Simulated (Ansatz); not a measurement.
**Nudged elastic band, with input and output: AgC18**

System: AgC18 (slab, 19 atoms in the cell).
Method: DFT PBEsol, scalar-relativistic, plane waves, PAW (Ansatz 0.2.0).

One setting was made poor on purpose. It belongs to a series of runs on one base structure; here: an input spoilt on purpose.

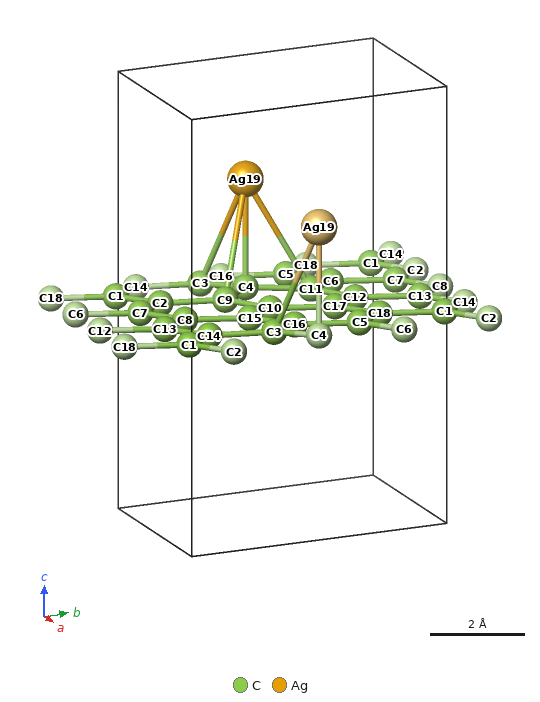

**Figure 1.** The starting structure (ball-and-stick view of the cell of the calculation, with the vacuum cut short, seen slightly off an axis; neighbours outside the cell are drawn fainter; atoms are numbered from 1 in the order of the input).

**Outcome**

- outcome: refused by the program
- hardware: 2 threads of Arm Neoverse V2, 24 GiB of memory available, shared host

**Diagnosis**

The program refused the input: “YAML parse error: error: line 63 column 3: unknown field `n_images`, expected one of images, spring, climbing, order_check, relax_end_points, f_tol, exx_force_gate, max_iterations, max_displacement, density_extrapolation, optimiser, initial_path, freeze_fraction, magnetization_jump, magnetization_bend, …” A deliberately poor setting: bad input.

**The input**
```yaml
crystal:
  lattice:
    - [7.398, 0.0, 0.0]
    - [-3.699, 6.406856, 0.0]
    - [0.0, 0.0, 12.0]
  atoms:
    - { symbol: C, position: [-0.00440055, -0.00779155, 0.08079515] }
    - { symbol: C, position: [0.21777928, 0.10293079, 0.08081931] }
    - { symbol: C, position: [-0.0061893, 0.32481579, 0.08379987] }
    - { symbol: C, position: [0.21780553, 0.43680106, 0.08998542] }
    - { symbol: C, position: [-0.00434429, 0.65917762, 0.08082539] }
    - { symbol: C, position: [0.21773318, 0.77050002, 0.08076143] }
    - { symbol: C, position: [0.3291351, -0.00752411, 0.07993712] }
    - { symbol: C, position: [0.55119913, 0.1034952, 0.08033083] }
    - { symbol: C, position: [0.32993035, 0.3248358, 0.08388961] }
    - { symbol: C, position: [0.55152558, 0.43676659, 0.08082954] }
    - { symbol: C, position: [0.32987578, 0.66079524, 0.08376551] }
    - { symbol: C, position: [0.55155589, 0.77044848, 0.08074999] }
    - { symbol: C, position: [0.66228191, -0.00747605, 0.0799198] }
    - { symbol: C, position: [0.8840148, 0.10300406, 0.08080906] }
    - { symbol: C, position: [0.66223231, 0.32545635, 0.07992832] }
    - { symbol: C, position: [0.88406639, 0.43672077, 0.08081806] }
    - { symbol: C, position: [0.66241333, 0.6591317, 0.08082056] }
    - { symbol: C, position: [0.88452483, 0.77015482, 0.08066171] }
    - { symbol: Ag, position: [0.21911724, 0.43600543, 0.28555275], spin: 0.07 }
magnetization:
  spin_polarized: true
basis:
  ecutwfc: 420.0
kpoints:
  mp_grid: { grid: [2, 2, 1] }
hamiltonian:
  xc: pbesol
scf:
  occupations: { method: fermi_dirac, width: 0.02 }
  lower_state_search: "off"
  max_iter: 64
neb:
  images: 3
  f_tol: 0.05
  max_iterations: 8
  order_check: false
  final_atoms:
    - { symbol: C, position: [-0.00425334, -0.00753497, 0.08082056] }
    - { symbol: C, position: [0.21785816, 0.10348815, 0.08066171] }
    - { symbol: C, position: [-0.00438476, 0.32585728, 0.0799198] }
    - { symbol: C, position: [0.21734813, 0.43633739, 0.08080906] }
    - { symbol: C, position: [-0.00443436, 0.65878968, 0.07992832] }
    - { symbol: C, position: [0.21739972, 0.7700541, 0.08081806] }
    - { symbol: C, position: [0.32898904, -0.00748905, 0.08082539] }
    - { symbol: C, position: [0.55106651, 0.10383335, 0.08076143] }
    - { symbol: C, position: [0.32893278, 0.32554178, 0.08079515] }
    - { symbol: C, position: [0.55111261, 0.43626412, 0.08081931] }
    - { symbol: C, position: [0.32714403, 0.65814912, 0.08379987] }
    - { symbol: C, position: [0.55113886, 0.77013439, 0.08998542] }
    - { symbol: C, position: [0.66320911, -0.00587143, 0.08376551] }
    - { symbol: C, position: [0.88488922, 0.10378181, 0.08074999] }
    - { symbol: C, position: [0.66246843, 0.32580922, 0.07993712] }
    - { symbol: C, position: [0.88453246, 0.43682853, 0.08033083] }
    - { symbol: C, position: [0.66326368, 0.65816913, 0.08388961] }
    - { symbol: C, position: [0.88485891, 0.77009992, 0.08082954] }
    - { symbol: Ag, position: [0.55245057, 0.76933876, 0.28555275] }
  n_images: 5
```

Command:
```bash
ansatz run input.yaml --threads 2 --pin off --max-ram 5120MiB --backend cpu --events-out ev --progress --plain --runs-dir out
```

**Log**
```
Error: YAML parse error: error: line 63 column 3: unknown field `n_images`, expected one of images, spring, climbing, order_check, relax_end_points, f_tol, exx_force_gate, max_iterations, max_displacement, density_extrapolation, optimiser, initial_path, freeze_fraction, magnetization_jump, magnetization_bend, levels_near_fermi, parallel_images, constraints, final_atoms
  --> <input>:63:3
   |
61 |     - { symbol: C, position: [0.88485891, 0.77009992, 0.08082954] }
62 |     - { symbol: Ag, position: [0.55245057, 0.76933876, 0.28555275] …
63 |   n_images: 5
   |   ^ unknown field `n_images`, expected one of images, spring, climbing, order_check, relax_end_points, f_tol, exx_force_gate, max_iterations, max_displacement, density_extrapolation, optimiser, initial_path, freeze_fraction, magnetization_jump, magnetization_bend, levels_near_fermi, parallel_images, constraints, final_atoms
64 | checkpoint: { write: ck, compress: false, write_wavefunctions: fals…
   |
```
